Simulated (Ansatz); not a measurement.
**YAu: how the settings move a single-point run**

How sensitive is a single-point run of YAu to its settings? A reference run comes first, then one run with altered input.

Program: Ansatz 0.2.0. Level of theory: reference: DFT, LDA, PAW with Ansatz's default frozen-core files, scalar-relativistic. These are calculated values, not measurements.

### 1 Starting point

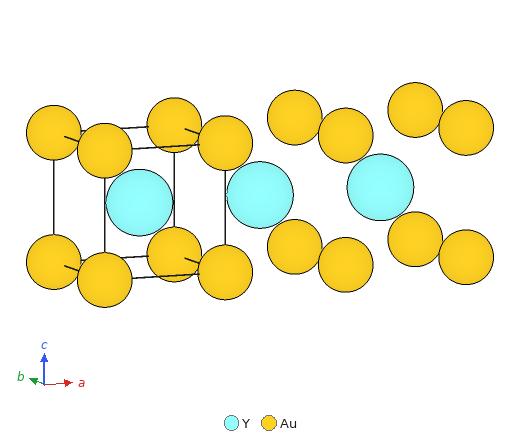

The starting structure, seen slightly off an axis (yttrium teal, gold amber). 3×1×1 cells are drawn. Atoms on the faces are drawn again on the opposite ones.

Coordinates:

```xyz
2
Lattice="3.5590 0.0000 0.0000 0.0000 3.5590 0.0000 0.0000 0.0000 3.5590" Properties=species:S:1:pos:R:3 pbc="T T T"
Y     1.7795    1.7795    1.7795
Au    0.0000    0.0000    0.0000
```

### 2 Reference

input.yaml

```yaml
crystal:
  lattice:
    - [3.559, 0.0, 0.0]
    - [0.0, 3.559, 0.0]
    - [0.0, 0.0, 3.559]
  atoms:
    - { symbol: "Y", position: [0.5, 0.5, 0.5], spin: 0.05 }
    - { symbol: Au, position: [0.0, 0.0, 0.0] }
magnetization:
  spin_polarized: true
  magnetic_field: 500
kpoints:
  mp_grid: { grid: [9, 9, 9] }
scf:
  occupations: { method: fermi_dirac, width: 0.08 }
  convergence: { dr2_threshold: 1.0e-10 }
  lower_state_search: "off"
hamiltonian:
  xc: lda
  pseudopotentials: { kind: paw }
output:
  forces: true
  stress: true
  eigenvalues: true
```

Launch:

```
ansatz run input.yaml --threads 1 --pin off --max-ram 3072MiB --backend cpu --events-out ev --progress --plain --runs-dir out
```

Excerpt of the output:

```text
[...]
Basis set: ecut = 420 eV, 895 PW (Γ)
[...]
Magnetic group: BNS 221.92 (UNI 1594), of the structure as read, at distance tolerance 3.6e-5 Å
k-points: 35 of 729
[...]
Magnetic field: 500 T along the axis of the moments, on the spin alone (28.9419 meV per μB along it)
[...]
SCF iter   1: F=—  HF=-16620.091570 eV  |F-HF|=—  |Δ(HF+E_count)|=         —  Δρ=1.37e-1 (↑1.33e-1 ↓1.37e-1)  dr2=6.37e1  dr2_m=2.41e-3  M=0.142 μB ∫|m|=0.142 μB  β_m=1.00  ethr=3.10e-3  ⟨swp⟩=4.8  Hψ=5570  notcnv=0
preconditioner: auto → Kerker (q_TF=auto, 2.549 Å⁻¹)  [metal: Δε(μ)=0.017 eV  Ē_g=4.641 eV  σ=0.080 eV  W_gap=0.05  n_scr=18 (ndim 8)  ℏωp=20.7 eV  f_vac=0.000  D(μ)=4.20/eV (n_scr^D=56)]
[...]
SCF iter   2: F=—  HF=-16612.741963 eV  |F-HF|=—  |Δ(HF+E_count)|=    7.35e0  Δρ=2.94e-2 (↑2.94e-2 ↓2.72e-2)  dr2=2.51e0  dr2_m=1.19e-3  M=0.084 μB ∫|m|=0.084 μB  β_m=0.30  ethr=3.10e-3  ⟨swp⟩=3.0  Hψ=3566  notcnv=0
[...]
SCF iter  13: F=—  HF=-16612.301088 eV  |F-HF|=—  |Δ(HF+E_count)|=  4.77e-10  Δρ=2.99e-7 (↑2.88e-7 ↓2.99e-7)  dr2=1.38e-10  dr2_m=5.96e-13  M=0.049 μB ∫|m|=0.049 μB  β_m=0.96  ethr=1.52e-11  ⟨swp⟩=2.1  Hψ=1778  notcnv=0
SCF iter  14: F=-16612.301088 eV  HF=-16612.301088 eV  |F-HF|=0.00e0  |Δ(HF+E_count)|=  1.82e-11  Δρ=5.71e-8 (↑5.71e-8 ↓5.46e-8)  dr2=6.34e-12  dr2_m=3.19e-14  M=0.049 μB ∫|m|=0.049 μB  ethr=1.00e-12  ⟨swp⟩=3.4  Hψ=3821  notcnv=0
[...]
SCF converged after 14 iterations
Magnetization: 0.0493 μB (15.0246 up, 14.9754 down)
[...]
Free energy (F): -16612.301088 eV
[...]
E sigma→0 (E₀):  -16612.287681 eV
[...]
Fermi energy:    14.817842 eV
[...]
  P = ⅓ Tr σ = -3.5821 GPa (-35.821 kbar)
[...]
```

It took 4.3 s on 1 thread of Arm Neoverse V1, shared host; peak memory 0.31 GiB.

### 3 Changed: occupations.width 0.01, eigensolver.kind davidson, basis.precision f64

Changes to input.yaml since step 2:

```diff
@@ -14,5 +14,6 @@
 scf:
-  occupations: { method: fermi_dirac, width: 0.08 }
+  occupations: { method: fermi_dirac, width: 0.01 }
   convergence: { dr2_threshold: 1.0e-10 }
   lower_state_search: "off"
+  eigensolver: { kind: davidson }
 hamiltonian:
@@ -24 +25,3 @@
   eigenvalues: true
+basis:
+  precision: f64
```

Launch:

```
ansatz run input.yaml --threads 1 --pin off --max-ram 3072MiB --backend cpu --events-out ev --progress --plain --runs-dir out
```

The log of the run, cut to the lines that bear on the results:

```text
[...]
Pseudopotentials: kind: paw
Pseudopotential: Y, paw, valence charge 11, recommended cutoff 420 eV (normal)
Pseudopotential: Au, paw, valence charge 19, recommended cutoff 420 eV (normal)
Functional definition: SPW92
[...]
Crystal: 2 atoms, lattice volume = 45.080 Å³
Basis set: ecut = 420 eV, 895 PW (Γ)
Bands: 20, of which v1, the nominal top of the filled ones, is band 15 counted from 1 (14 counted from 0)
Symmetry: 48 space group operations
Space group: Pm-3m (ITA 221), of the structure as read, at distance tolerance 3.6e-5 Å
Magnetic group: BNS 221.92 (UNI 1594), of the structure as read, at distance tolerance 3.6e-5 Å
k-points: 35 of 729
[...]
Starting moments: Σ|m| = 0.05 μB on 1 of 2 sites
Magnetic field: 500 T along the axis of the moments, on the spin alone (28.9419 meV per μB along it)
[...]
SCF iter   1: F=—  HF=-16620.013782 eV  |F-HF|=—  |Δ(HF+E_count)|=         —  Δρ=1.35e-1 (↑1.33e-1 ↓1.35e-1)  dr2=6.25e1  dr2_m=1.11e-3  M=0.135 μB ∫|m|=0.135 μB  β_m=1.00  ethr=1.00e-1  ⟨swp⟩=4.2  Hψ=3720  notcnv=0
[...]
spin=Collinear: Kerker preconditioning applied to the charge; magnetization (m = ρ↑ − ρ↓) channel mixes plain (no charge-response kernel on spin).
[...]
spin-set hold released at iteration 8 (site moments contracting): the magnetisation degrees of freedom join the quasi-Newton model from the next iteration; the mixer history was flushed
[...]
SCF iter  16: F=-16612.286443 eV  HF=-16612.286443 eV  |F-HF|=0.00e0  |Δ(HF+E_count)|=  7.28e-12  Δρ=1.13e-8 (↑9.53e-9 ↓1.13e-8)  dr2=5.52e-14  dr2_m=2.71e-14  M=0.033 μB ∫|m|=0.033 μB  ethr=1.00e-12  ⟨swp⟩=2.0  Hψ=2446  notcnv=0
[...]
SCF converged after 16 iterations
Magnetization: 0.0327 μB (15.0164 up, 14.9836 down)
Absolute magnetization: 0.0329 μB (∫|ρ↑−ρ↓|, with the PAW one-centre terms)
Spin contamination: 0.0000 ħ² per cell (⟨S²⟩ above its minimum at these occupations)
Per-site moments (μB) at R_I (Å): [(0.009809222722479704, 1.271401069978387), (0.006796429077958596, 1.271401069978387)]
Free energy (F): -16612.286443 eV
[...]
E sigma→0 (E₀):  -16612.286098 eV
Entropy (-TS):   -0.000689 eV (-0.345 meV/atom)
Fermi energy:    14.791869 eV
[...]
--- Forces (eV/Å), atoms counted from 1 ---
  atom   1  Y      0.00000000    -0.00000000     0.00000000
  atom   2  Au    -0.00000000     0.00000000    -0.00000000
[...]
--- Stress (GPa, compression-positive) ---
       -3.618390       0.000000       0.000000
        0.000000      -3.618390       0.000000
        0.000000       0.000000      -3.618390
  P = ⅓ Tr σ = -3.6184 GPa (-36.184 kbar)
--- Band table (eV; the first three rows and the last of 70) ---
  k-point 0 ↑: bands = ["-91.4400", "-42.7211", "-42.7211", "-42.7211", "-28.0407", "-7.9353", "-7.9353", "-7.9353", "7.2142", "9.1498", "9.1498", "10.3899", "10.3899", "10.3899", "15.7093", "15.7093", "19.2935", "19.2935", "19.2935", "20.4985"]
[...]
```

Run time: 5.6 s. Hardware: 1 thread of Arm Neoverse V1, shared host; peak memory 0.3 GiB.

Changing the smearing, solver and arithmetic precision moves the energy by +0.8 meV/atom (σ→0 values). Cost: 16 SCF cycles against 14.

### 4 All runs together

```tsv
run	ending	energy change	pressure (GPa)	gap (eV)	force (eV/Å)	cycles	time
reference	converged	0	-3.6	0.00	0.00	14	4.3 s
1: occupations.width 0.01, eigensolver.kind davidson, basis.precision f64	converged	+0.8 meV/atom (σ→0)	-3.6	0.00	0.00	16	5.6 s
```

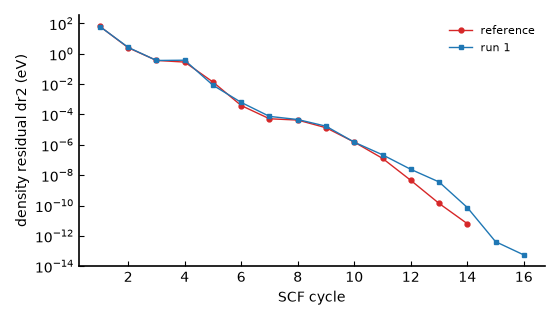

Residual by cycle in the longest SCF loop of each run; runs are numbered as in the table.

Changing the smearing, solver and arithmetic precision moves the energy by +0.8 meV/atom (σ→0 values). Cost: 16 SCF cycles against 14.
